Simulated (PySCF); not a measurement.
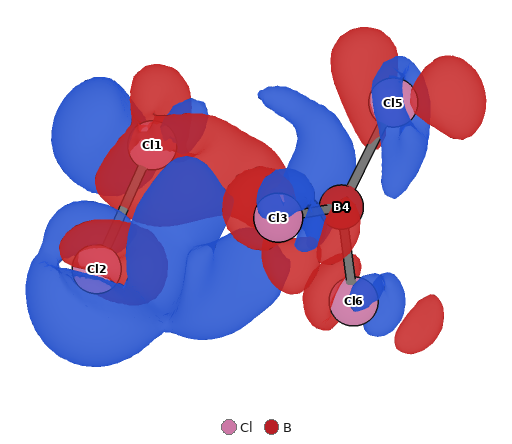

Figure. BCl₅, SMILES `ClCl.ClB(Cl)Cl`. Density of the complex less the densities of the two fragments at the same geometry, ±0.0006 e/Å³ (red: gain, blue: loss). Fragment A: Cl2 (atoms 1–2); fragment B: BCl3.

Level of theory: PBE0/6-311G** (PySCF), at a geometry from GFN2-xTB. GFN2-xTB bond lengths at metals and heavier atoms can be off by up to 0.1 Å and shapes distorted, which carries into these values.

Geometry (Å), atoms numbered from 1:

```
Cl1     -1.6307    1.3064    0.0022
Cl2     -2.5211   -0.5034   -0.0018
Cl3      0.8455   -1.0083    1.4891
B4       1.2546   -0.2408   -0.0016
Cl5      2.0854    1.2708    0.0073
Cl6      0.8519   -0.9947   -1.4962
```

Which way does charge flow?

Hirshfeld charges show 0.007 e passing from A to B. By Hirshfeld charges, electrons gather most on Cl5 (−0.004 e) and leave Cl2 most (+0.007 e); 0.03 e is displaced in all, which induces a dipole of 0.21 D.

What is the interaction energy, and which contacts carry it?

The counterpoise-corrected interaction energy of the frozen fragments is +0.6 kcal/mol without dispersion correction and −1.8 kcal/mol with D3(BJ). The pair geometry is semi-empirical, not a minimum at this level. Contacts: Cl1···B4, 3.27 Å, ρ = 0.008 a.u.; Cl2···Cl3, 3.72 Å, ρ = 0.005 a.u.; Cl2···Cl6, 3.72 Å, ρ = 0.005 a.u. The pose is a local one from a semi-empirical search, not shown to be the most stable.
